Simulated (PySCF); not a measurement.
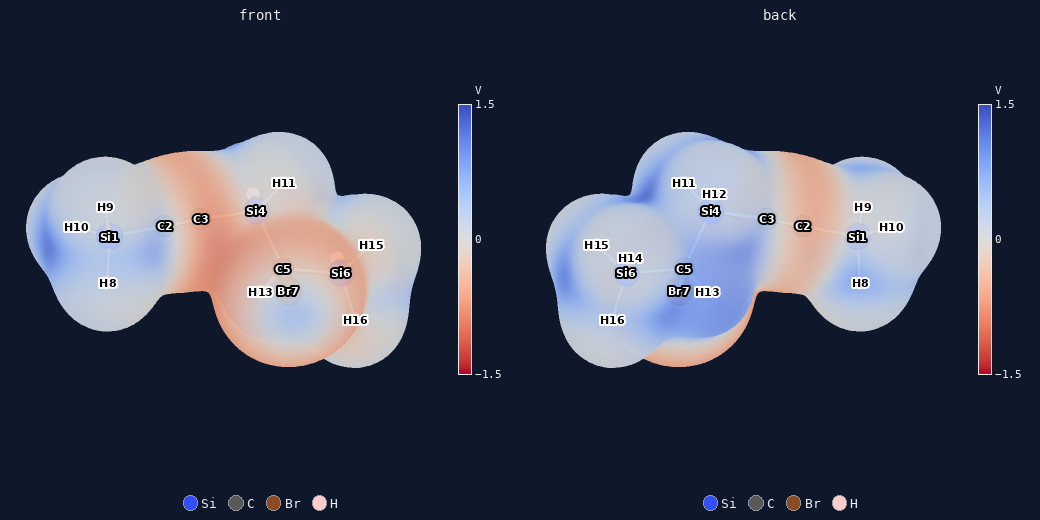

The picture shows: C$_{3}$H$_{9}$BrSi$_{3}$. The molecular electrostatic potential painted on the density surface at 0.001 e/bohr³, seen from the front and from behind; the colour scale runs from red (negative) to blue (positive).

Geometry: GFN2-xTB.

Theory: CAM-B3LYP/def2-SVPD, SCF density, gas phase in PySCF 2.14.0.

Input file:

```
{"job": {"kind": "uv", "xc": "CAM-B3LYP", "basis": "def2-SVPD", "nstates": 8, "ntriplets": 3}, "charge": 0, "multiplicity": 1}
Si     4.126774    -0.034676    -0.089776
C      2.375366    -0.128050     0.503618
C      1.231755    -0.185705     0.898900
Si    -0.537875    -0.234980     1.421399
C     -1.574202     0.069016    -0.158093
Si    -3.471478     0.020831    -0.000427
Br    -1.117967     1.871654    -0.836812
H      4.119981     0.379324    -1.493401
H      4.832355     0.936601     0.748088
H      4.708037    -1.372564     0.056632
H     -0.821248     0.834654     2.379413
H     -0.888723    -1.565708     1.929282
H     -1.243478    -0.601470    -0.951011
H     -3.832675    -1.325244     0.447534
H     -3.865842     1.031355     0.978307
H     -4.048378     0.313904    -1.310097
```

Run with:

```sh
OMP_NUM_THREADS=1 python probes_run.py task.json out
```

> Describe the electrostatic potential map.

The most negative region (about −0.8 V) lies over C2, C3 and Br7, the most positive (about +1.0 V) over Si1, Si4 and Si6. Br7 shows a σ-hole: about +0.3 V at the tip opposite its bond, against about −0.5 V on its flanks.

> How polar is the molecule by this calculation?

Its dipole moment is 1.38 D.
